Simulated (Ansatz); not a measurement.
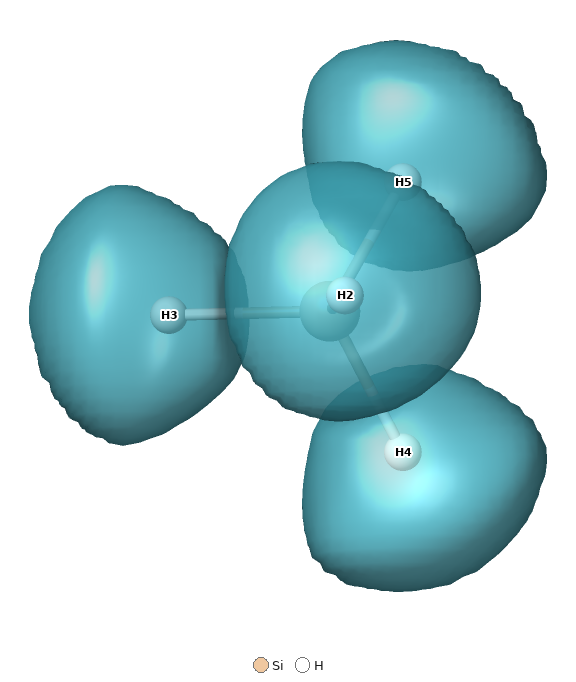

*SiH4. Isosurface of the electron localisation function at 0.9 (cyan), seen across its widest extent. Only the valence region is drawn (cores and ρ < 0.01 e/Å³ removed).*

Computed with RKS CAM-B3LYP-D4/def2-TZVP (Ansatz).

```yaml
atoms:
  - { symbol: Si, position_ang: [0.0003, 0.0000, 0.0003] }
  - { symbol: H, position_ang: [0.0001, 0.0000, 1.4777] }
  - { symbol: H, position_ang: [1.3933, 0.0000, -0.4920] }
  - { symbol: H, position_ang: [-0.6961, 1.2063, -0.4923] }
  - { symbol: H, position_ang: [-0.6961, -1.2063, -0.4923] }
```

Question: Where are the electrons localised?

Answer: The ELF exceeds this value in four regions around hydrogen nuclei. Along the contacts the grid gives the following. Si–H (1.48 Å): the ELF climbs to about 1 towards the hydrogen, as it does in any bond to H.
